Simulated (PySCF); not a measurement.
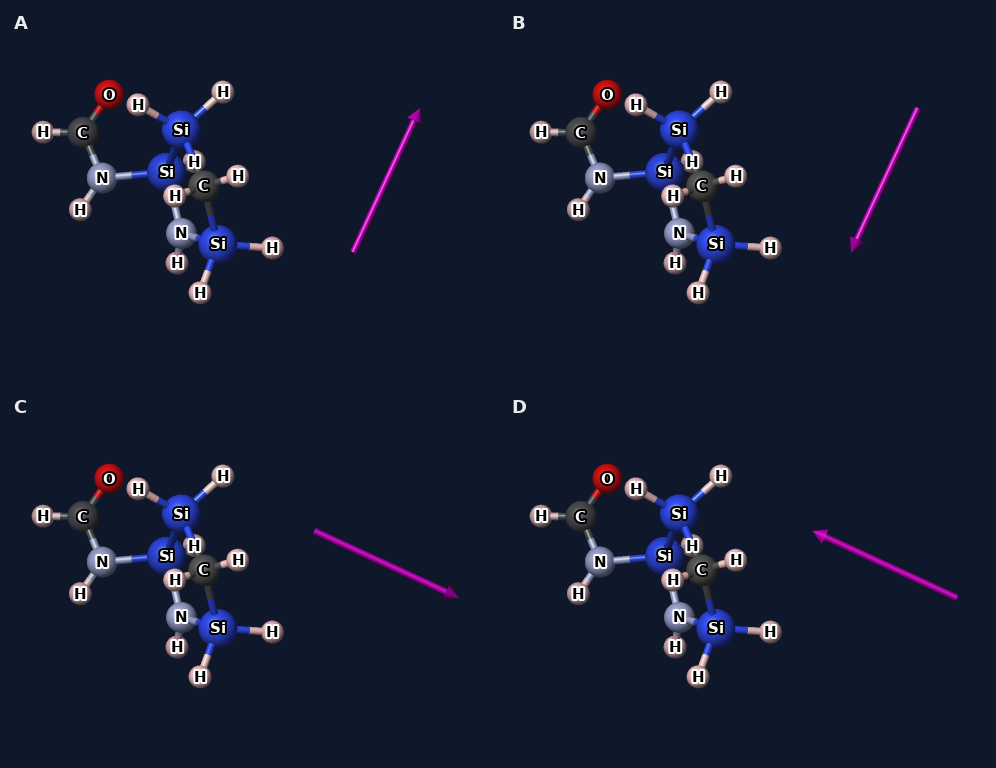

The same molecule four times, each with an arrow. The computed structure is the end point of a GFN2-xTB optimisation. No frequency run is at hand to confirm it as a minimum. Level of theory: PBE0/pcSseg-1, gas phase (PySCF 2.14.0).

### Which arrow points along the dipole moment, from the negative to the positive end?

B. The dipole moment is 3.58 D.

The geometry is semi-empirical. Around Si such bond lengths and angles can be off by a tenth of an ångström or more and by several degrees, and values that hang on the shape move with them.
